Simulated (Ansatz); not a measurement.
# Calculations on SiNH$_{3}$F$_{2}$ and related structures

Part 1: Relaxation

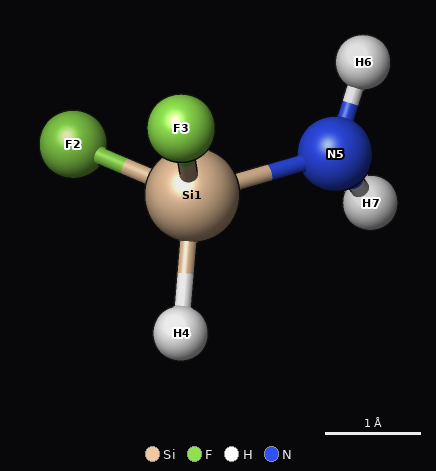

This is the input geometry for a relaxation of SiNH$_{3}$F$_{2}$. The picture is a ball-and-stick view, seen at a tilt.

It is one of the separated products of a reaction.

Computed with Ansatz, RKS PBE0-D4/def2-TZVP.

Input
```yaml
crystal:
  periodic: [false, false, false]
  atoms:
    - {symbol: Si, position_ang: [-0.910778, -0.224437, -0.815533]}
    - {symbol: F, position_ang: [-1.656924, -0.938458, -2.022959]}
    - {symbol: F, position_ang: [0.029309, 0.856173, -1.499158]}
    - {symbol: H, position_ang: [-1.930427, 0.407213, 0.030582]}
    - {symbol: N, position_ang: [0.081527, -1.246856, 0.099677]}
    - {symbol: H, position_ang: [0.911119, -1.657675, -0.300619]}
    - {symbol: H, position_ang: [-0.328312, -1.852798, 0.793042]}
basis:
  gaussian: {orbitals: def2-TZVP}
hamiltonian: {xc: pbe0, dispersion: d4}
relax: {f_tol: 0.005, max_steps: 200}
```

Run as
```bash
ansatz run in.yaml --threads 8 --pin off --events-out ev --progress --plain --max-ram 19148MiB
```

What does the optimiser find from here?

The largest moves after the best rigid fit, 0.045 Å, are those of N5 and H6. Largest moves by element: H 0.045 Å, N 0.045 Å, F 0.035 Å, Si 0.010 Å. Among the contacts that change: Si1–N5 1.693 → 1.684 Å. After 6 geometry steps the energy has fallen by 0.004 eV. The largest force component goes from 0.3 to 0.0023 eV/Å. Cost: 4.5 s on 8 threads of Intel Xeon 6975P-C (shared host).

Final geometry:

```xyz
7

Si   -0.9088   -0.2323   -0.8215
F    -1.6799   -0.9146   -2.0338
F     0.0305    0.8487   -1.5037
H    -1.9232    0.4019    0.0327
N     0.0613   -1.2773    0.0739
H     0.9368   -1.6348   -0.2709
H    -0.3213   -1.8483    0.8084
```

Part 2: Relaxation

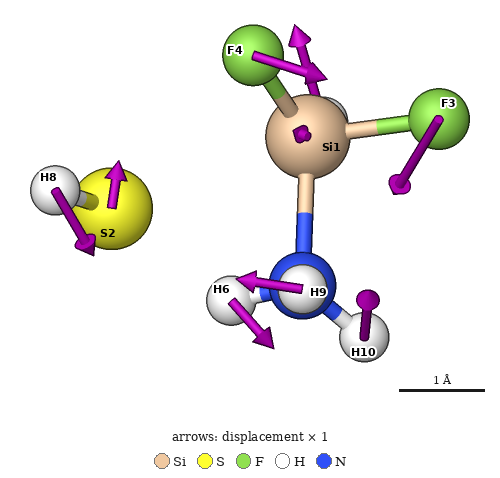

This is a relaxation of SiNH5SF2 (started from a transition state, displaced along its imaginary mode). The starting structure is drawn; purple arrows show the displacements, at their true length. The two geometries are superimposed by the best rigid fit.

A ball-and-stick model, seen at a tilt.

These are results of RKS PBE0-D4/def2-TZVP in Ansatz, not measurements.

The input:
```yaml
crystal:
  periodic: [false, false, false]
  atoms:
    - {symbol: Si, position_ang: [-0.760352, 0.243004, -0.548803]}
    - {symbol: S, position_ang: [0.492440, 1.645656, 1.212120]}
    - {symbol: F, position_ang: [-1.470745, -0.911794, -1.467408]}
    - {symbol: F, position_ang: [0.066754, 0.938804, -1.712455]}
    - {symbol: H, position_ang: [-1.946979, 0.699446, 0.157657]}
    - {symbol: H, position_ang: [0.686167, -0.369211, 0.949380]}
    - {symbol: N, position_ang: [0.344784, -0.989014, 0.346883]}
    - {symbol: H, position_ang: [1.652157, 1.873568, 0.540573]}
    - {symbol: H, position_ang: [1.079559, -1.356380, -0.255867]}
    - {symbol: H, position_ang: [-0.143685, -1.774078, 0.778019]}
basis:
  gaussian: {orbitals: def2-TZVP}
hamiltonian: {xc: pbe0, dispersion: d4}
relax: {f_tol: 0.005, max_steps: 200}
```

Run as
```bash
ansatz run in.yaml --threads 8 --pin off --events-out ev --progress --plain --max-ram 19148MiB
```

Describe the change and its energy.

Answer. F3 moves most after the best rigid fit: 1.74 Å. By element the largest moves are F 1.74 Å, H 1.30 Å, S 0.59 Å, N 0.34 Å, Si 0.27 Å. Some distances before and after: S2–H6 2.041 → 3.105 Å, Si1–S2 2.576 → 2.150 Å, Si1–N7 1.882 → 2.120 Å, H6–N7 0.929 → 1.014 Å. Bond angles that change, for instance: H5–Si1–N7 117.0° → 179.5°, F4–Si1–H5 130.0° → 98.5°, F4–Si1–N7 109.3° → 81.2°. After 34 accepted moves (41 points after the start) the energy has fallen by 1.091 eV. Largest force component: 4.4 eV/Å at the start, 0.0015 eV/Å at the end. The line search rejected the trial steps at points 5, 8, 16, 19, 25, 36, 40 of the run. Cost: 58 s on 8 threads of Intel Xeon 6975P-C, on a shared host.

Part 3: Reaction

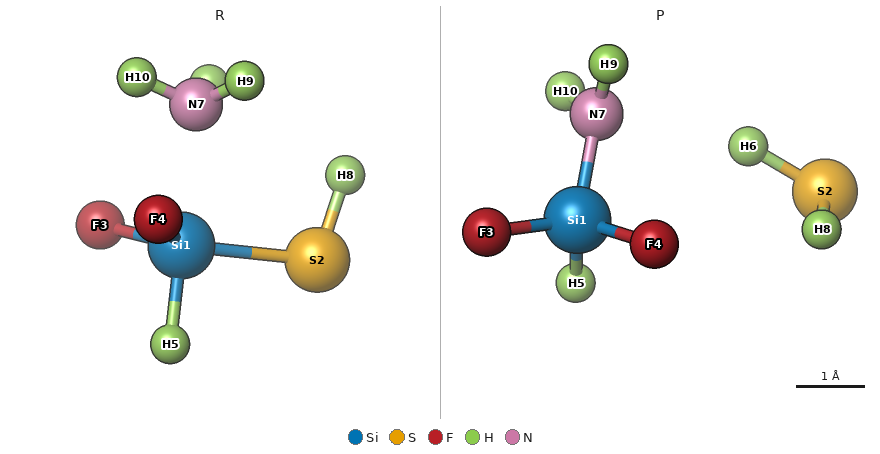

Reactant (R) and product (P) of one elementary step of SiNH5SF2. Style: ball-and-stick. Shown at a tilt.

Stationary points at PBE0-D4/def2-TZVP, single-point energies with CCSD(T)/CBS, CAM-B3LYP-D4, BHLYP-D4 (def2-TZVPP where no basis is named; Ansatz 0.2.0). The energies are electronic, without zero-point or thermal terms, and both ends are the minima reached downhill from the saddle, with any fragments still in contact. CCSD(T)/CBS stands for a frozen-core estimate: MP2 correlation extrapolated from def2-TZVPP and def2-QZVPP, CCSD(T) minus MP2 from the smaller set.

R:
```xyz
10

Si   -0.7937    0.4849   -0.4485
S     0.2310    1.9451    0.7517
F    -1.8088   -0.5871    0.2044
F    -0.2392    0.0383   -1.8973
H    -1.7940    1.4904   -0.8966
H     0.6046   -1.1074    1.1819
N     0.6231   -0.9620    0.1787
H     1.2439    1.2575    1.3051
H     1.5660   -0.7244   -0.1083
H     0.3673   -1.8352   -0.2711
```

P:
```xyz
10

Si   -0.9181   -0.2205   -0.8083
S     1.3666    1.8122    1.7856
F    -1.6770   -0.9316   -2.0095
F     0.0216    0.8553   -1.4998
H    -1.9282    0.4163    0.0454
H     1.0747    0.5641    1.3739
N     0.0765   -1.2472    0.0997
H     1.4140    2.2644    0.5234
H     0.9010   -1.6621   -0.3069
H    -0.3308   -1.8509    0.7965
```

**Predict the saddle point between them and the barrier.**

Counted by bonded pieces, R holds NH₃ + SiH₂SF₂ and P holds H₂S + SiH₃NF₂. From R over the saddle to P, bonds form: Si1–N7 (2.12 → 1.81 → 1.69 Å), S2–H6 (3.11 → 1.70 → 1.35 Å). Bonds break: Si1–S2 (2.15 → 2.77 → 4.01 Å), H6–N7 (1.01 → 1.24 → 2.43 Å). The saddle has one imaginary mode, 902i cm⁻¹. With CCSD(T)/CBS the barrier is 1.05 eV from R and 1.14 eV from P, and P lies 0.08 eV below R.

```tsv
level	barrier from R (eV)	barrier from P (eV)	P less R (eV)
CCSD(T)/CBS	1.05	1.14	−0.08
CAM-B3LYP-D4	0.98	1.16	−0.18
BHLYP-D4	1.06	1.25	−0.19
```

Against CCSD(T)/CBS, BHLYP-D4 comes closest on the barrier from R (+0.01 eV) and CAM-B3LYP-D4 misses most (−0.08 eV).

Saddle geometry:

```xyz
10

Si   -0.7833    0.1181   -0.5978
S     0.5843    1.5966    1.3036
F    -1.5345   -0.9412   -1.5453
F     0.0587    0.9267   -1.6658
H    -1.8992    0.6906    0.1524
H     0.6901   -0.0790    1.0252
N     0.3138   -1.0124    0.3033
H     1.6552    1.8696    0.5414
H     1.0664   -1.3764   -0.2748
H    -0.1514   -1.7926    0.7580
```

The saddle point in the same view, with dashed sticks for the bonds that form or break:

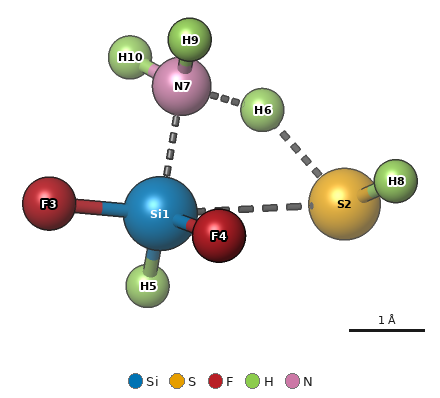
